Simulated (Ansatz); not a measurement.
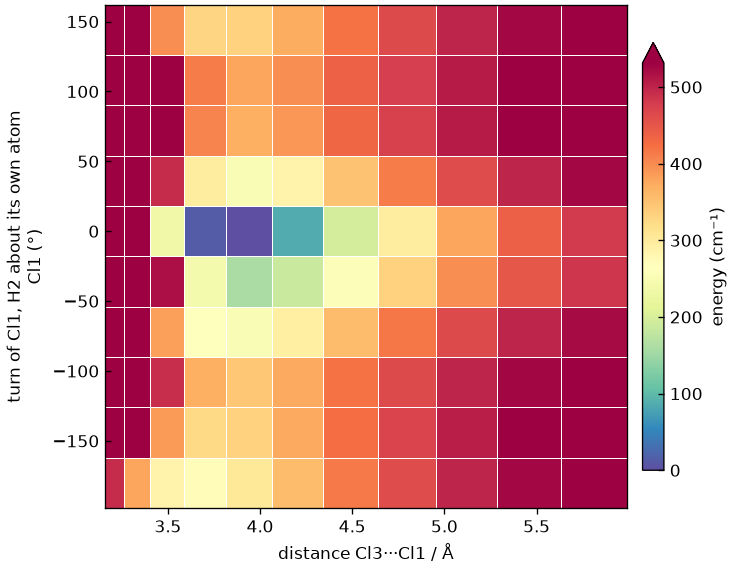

Energy landscape of the pair ClH···Cl₂. 
- The turn is about an axis along (0.98, −0.21, 0.02) in the frame of the relaxed pair, normal to the line between the partners.
- Coordinates scanned: (1) distance Cl3···Cl1; (2) turn of Cl1, H2 about its own atom Cl1.
- The grid has 11 × 10 points.
- Points are written as (first, second).
- Energies: cm⁻¹, counted from the lowest grid point.
- The calculation used RKS PBE0-D4/def2-TZVPD (Ansatz 0.2.0).

The picture shows one coloured cell a grid point, one colour for all values above the top of the scale. 

Describe this landscape.

The lowest grid point is at (3.933 Å, 0°). Other grid points that lie below all their neighbours: (3.694 Å, −180°) (270 cm⁻¹ higher). The highest grid point, (3.212 Å, −36°), lies 1560 cm⁻¹ above the lowest.

Each point was launched as `ansatz run input.yaml --threads 1 --pin off --max-ram 2560MiB --backend cpu --events-out ev --progress --plain --runs-dir out`. Time for the 110 points that were run: 7.9 min on 1 thread of Arm Neoverse V2, with other jobs on the host.
